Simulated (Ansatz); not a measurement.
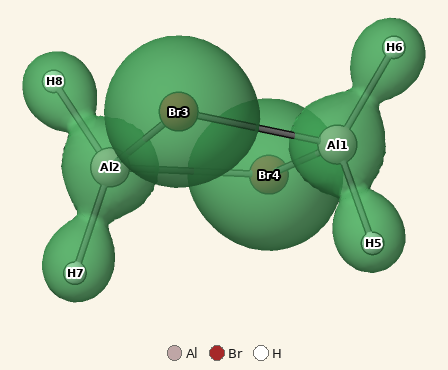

The picture shows: Al₂Br₂H₄ (SMILES [AlH2-]1[Br+][AlH2-][Br+]1). Isosurface of the electron density at 0.5 e/Å³ (green), seen at a tilt.

Geometry: PBE0-D4/def2-SVP.

Method: Ansatz 0.2.0, isolated molecule in a Gaussian basis; Kohn-Sham density functional theory, functional PBE0.

Input file:

```
crystal:
  periodic: [false, false, false]
  atoms:
    - {symbol: Al, position_ang: [-0.757430, 1.498061, -0.279516]}
    - {symbol: Al, position_ang: [0.765034, -1.496666, 0.265848]}
    - {symbol: Br, position_ang: [1.255076, 0.817966, 0.987812]}
    - {symbol: Br, position_ang: [-1.428590, -0.849479, -0.676444]}
    - {symbol: H, position_ang: [-0.272847, 2.093392, -1.657450]}
    - {symbol: H, position_ang: [-1.781375, 2.125441, 0.743035]}
    - {symbol: H, position_ang: [1.721920, -1.830248, -0.942887]}
    - {symbol: H, position_ang: [0.498211, -2.358447, 1.559612]}
basis:
  gaussian:
    orbitals: def2-TZVPD
hamiltonian:
  xc: pbe0
output:
  forces: true
  orbitals: {seedname: orbitals}
```

Command:

```sh
ansatz run input.yaml --threads 2 --pin off --max-ram 5220MiB --events-out events.jsonl --progress --plain --runs-dir runs
```

Q: Which contacts does the surface bridge?

A: At this value the surface falls into four separate pieces. It bridges the sampled Al–H (1.58 Å) contacts, where the density stays above the isovalue. It is pinched off along the sampled Al–Br (2.47 Å) contacts. On the grid the lowest density along these lines, outside the cores, is 0.28 e/Å³ (Al–Br, 2.47 Å) and 0.57 e/Å³ (Al–H, 1.58 Å).
